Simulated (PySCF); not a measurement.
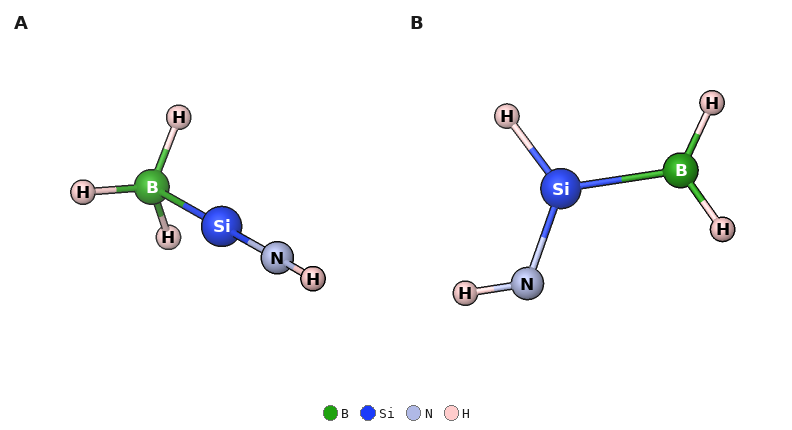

2 stationary structures of one formula. Geometries: PBE-D4/def2-SVP. Electronic energies: PBE-D4/def2-SVP (PySCF 2.14.0), without zero-point energy. No frequency run is at hand to confirm each as a minimum. Each is one conformer, not always the lowest.

Question: Which structure is the most stable?

Answer: A is lowest (C3v); B lies 20.9 kcal/mol above it (Cs).
